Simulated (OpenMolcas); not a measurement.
**Run report: Ru³⁺ complex, multiconfigurational calculation (part 2 of 2)**

Continued. System: Ru³⁺ with 4 ligands (Br; tetrahedron, 2.46 Å), neutralised by 4 outer point charges of +0.25 e, whose field is part of the energies. Method: state-averaged CASSCF, active space 5 electrons in the shell 4d, basis ANO-RCC-VDZP on the metal and ANO-RCC-VDZP on the ligands, DKH2 scalar Hamiltonian, spin-orbit coupling by RASSI with atomic mean-field integrals (OpenMolcas).

**Log (extracts), continued**
```
--- RASSI ---
SPIN-FREE ENERGIES:
  (Shifted by EMIN (a.u.) =     -14945.0470152721)

 SF State       Relative EMIN(au)   Rel lowest level(eV)    D:o, cm**(-1)

     1             0.0000000000        0.0000000000              0.0000
     2             0.0685095558        1.8642399855          15036.1095
     3             0.0685095558        1.8642399855          15036.1095
     4             0.0685095558        1.8642399855          15036.1095
     5             0.0805260667        2.1912259052          17673.4288
     6             0.0805260667        2.1912259052          17673.4288
     7             0.0805260667        2.1912259052          17673.4288
    26             0.0886431231        2.4121022601          19454.9168
    27             0.0886431231        2.4121022601          19454.9168
    28             0.0886431231        2.4121022601          19454.9168
     8             0.0930029636        2.5307395650          20411.7912
     9             0.0936734942        2.5489856313          20558.9556
    10             0.0936734942        2.5489856313          20558.9556
    11             0.0999316450        2.7192785908          21932.4610
    12             0.0999316450        2.7192785908          21932.4610
    13             0.0999316450        2.7192785908          21932.4610
    29             0.1046779315        2.8484316267          22974.1504
    30             0.1107933638        3.0148410145          24316.3327
    31             0.1107933638        3.0148410145          24316.3327
    32             0.1107933638        3.0148410145          24316.3327
    33             0.1146858846        3.1207619021          25170.6422
    34             0.1146858846        3.1207619021          25170.6422
    35             0.1146858846        3.1207619021          25170.6422
    36             0.1150599315        3.1309402384          25252.7361
    37             0.1150599315        3.1309402384          25252.7361
    14             0.1164395578        3.1684817805          25555.5290
    15             0.1164395578        3.1684817805          25555.5290
    16             0.1258083907        3.4234207119          27611.7502
    17             0.1258083907        3.4234207119          27611.7502
    18             0.1258083907        3.4234207119          27611.7502
    38             0.1302376679        3.5439474852          28583.8642
    39             0.1344620540        3.6588988877          29511.0097
    40             0.1344620540        3.6588988877          29511.0097
    41             0.1344620540        3.6588988877          29511.0097
    42             0.1345945596        3.6625045477          29540.0914
    43             0.1345945596        3.6625045477          29540.0914
    44             0.1345945596        3.6625045477          29540.0914
    45             0.1363652190        3.7106866454          29928.7062
    46             0.1363652190        3.7106866454          29928.7062
    47             0.1475414706        4.0148079440          32381.6099
Eigenvalues of complex Hamiltonian:
   -----------------------------------
  (Shifted by EMIN (a.u.) =     -14945.0470152721)

 SO State       Relative EMIN(au)   Rel lowest level(eV)    D:o, cm**(-1)

     1            -0.0007711785        0.0000000000              0.0000
     2            -0.0007711785        0.0000000000              0.0000
     3            -0.0007678919        0.0000894335              0.7213
     4            -0.0007678919        0.0000894335              0.7213
     5            -0.0007678919        0.0000894335              0.7213
     6            -0.0007678919        0.0000894335              0.7213
     7             0.0665991948        1.8332412492          14786.0878
     8             0.0665991948        1.8332412492          14786.0878
     9             0.0669566047        1.8429668694          14864.5303
    10             0.0669566047        1.8429668690          14864.5303
    11             0.0669566047        1.8429668694          14864.5303
    12             0.0669566047        1.8429668690          14864.5303
    13             0.0680339043        1.8722816860          15100.9702
    14             0.0680339043        1.8722816860          15100.9702
    15             0.0680339044        1.8722816862          15100.9702
    16             0.0680339044        1.8722816862          15100.9702
    17             0.0681500330        1.8754417075          15126.4575
    18             0.0681500330        1.8754417075          15126.4575
    19             0.0787924287        2.1650360484          17462.1934
    20             0.0787924287        2.1650360484          17462.1934
    21             0.0787924287        2.1650360486          17462.1934
    22             0.0787924287        2.1650360486          17462.1934
    23             0.0788330214        2.1661406300          17471.1024
    24             0.0788330214        2.1661406300          17471.1024
    25             0.0796758561        2.1890753323          17656.0833
    26             0.0796758561        2.1890753319          17656.0833
    27             0.0796758561        2.1890753323          17656.0833
    28             0.0796758561        2.1890753319          17656.0833
    29             0.0813963884        2.2358934019          18033.6965
    30             0.0813963884        2.2358934019          18033.6965
    31             0.0885014550        2.4292321131          19593.0783
    32             0.0885014550        2.4292321131          19593.0783
    33             0.0885014551        2.4292321141          19593.0784
    34             0.0885014551        2.4292321141          19593.0784
    35             0.0905858171        2.4859504951          20050.5429
    36             0.0905858171        2.4859504951          20050.5429
    37             0.0919101349        2.5219870183          20341.1971
    38             0.0919101349        2.5219870186          20341.1971
    39             0.0919101349        2.5219870186          20341.1971
    40             0.0919101349        2.5219870183          20341.1971
    41             0.0925720213        2.5399978647          20486.4644
Weights of the five most important spin-orbit-free states for each spin-orbit state.

 SO State  Total energy (au)           Spin-free states, spin, and weights
 -------------------------------------------------------------------------------------------------------
    1        -0.000771       1 2.5  0.9912    3 1.5  0.0021    2 1.5  0.0021    4 1.5  0.0021   18 1.5  0.0006
    2        -0.000771       1 2.5  0.9912    3 1.5  0.0021    4 1.5  0.0021    2 1.5  0.0021   18 1.5  0.0006
    3        -0.000768       1 2.5  0.9913    3 1.5  0.0025    4 1.5  0.0023    2 1.5  0.0013   18 1.5  0.0007
    4        -0.000768       1 2.5  0.9913    2 1.5  0.0032    4 1.5  0.0017    3 1.5  0.0013   17 1.5  0.0008
    5        -0.000768       1 2.5  0.9913    3 1.5  0.0027    4 1.5  0.0021    2 1.5  0.0013   18 1.5  0.0008
    6        -0.000768       1 2.5  0.9913    2 1.5  0.0024    4 1.5  0.0021    3 1.5  0.0017   17 1.5  0.0007
    7         0.066599       3 1.5  0.3066    2 1.5  0.3066    4 1.5  0.3066   26 0.5  0.0190   27 0.5  0.0190
    8         0.066599       3 1.5  0.3066    2 1.5  0.3066    4 1.5  0.3066   26 0.5  0.0190   27 0.5  0.0190
    9         0.066957       3 1.5  0.3618    4 1.5  0.3565    2 1.5  0.2037   26 0.5  0.0250   28 0.5  0.0141
   10         0.066957       2 1.5  0.4110    4 1.5  0.2582    3 1.5  0.2529   27 0.5  0.0225   28 0.5  0.0190
   11         0.066957       3 1.5  0.3618    4 1.5  0.3565    2 1.5  0.2037   26 0.5  0.0250   28 0.5  0.0141
   12         0.066957       2 1.5  0.4110    4 1.5  0.2582    3 1.5  0.2529   27 0.5  0.0225   28 0.5  0.0190
```

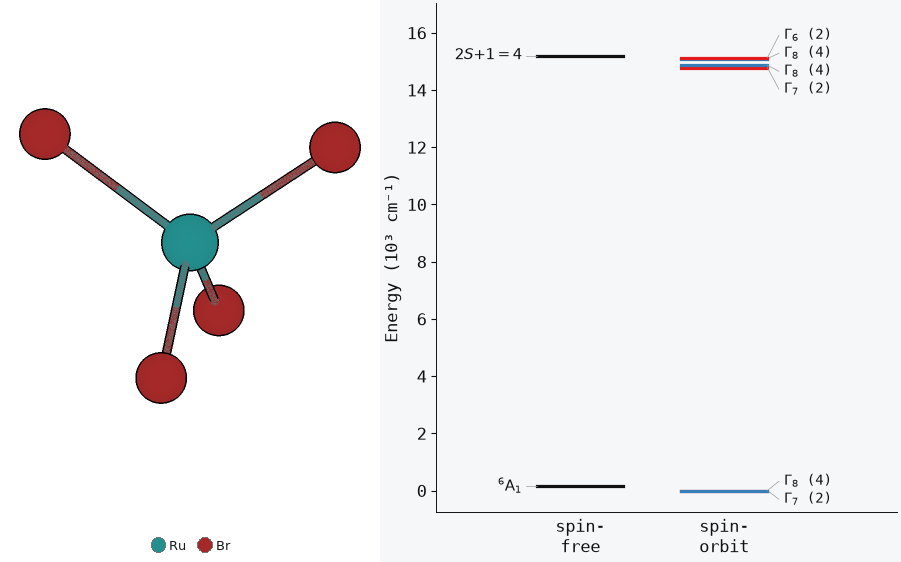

**Figure 1.** Ru³⁺ (4d⁵) with 4 ligands, Br⁻, at 2.46 Å (arrangement: tetrahedron, Td), neutralised by outer point charges of +0.25 e, and its levels. Labels give the representation in O, Td, D4 or D3 as the site allows (double group for half-integer spin) where it could be assigned and, in brackets, the degeneracy; spin-free states, where drawn, share the zero of the spin-orbit levels. The ground level is Γ₇, a Kramers doublet, 99 % from states of spin multiplicity 6. Its principal g values are 3.33, 3.33 and 3.33, isotropic. The next level lies at 0.72 cm⁻¹ (Γ₈). The lowest spin-free state is ⁶A₁. The active orbitals hold 79 to 91 % metal character (Löwdin), and the Mulliken charge of the metal is +1.11.

**Summary**

| quantity | value |
| --- | --- |
| outcome | converged |
| energy of the lowest spin-free term | −14945.04702 hartree |
| energy of the lowest spin-orbit level | −14945.04779 hartree |
| largest spread among components of a term | 0.0 cm⁻¹ |
| hardware | 1 thread of AMD EPYC (Zen 5), 64 GiB of memory available, shared host |
| wall time | 68 s |
| peak memory | 0.38 GiB |

**Notes**

Without dynamic correlation the splittings between terms come out too large, often by 20 to 50 %. Caveats: covalent bonds, ligand orbitals missing from the active space; distances are set from ionic radii, not optimised.
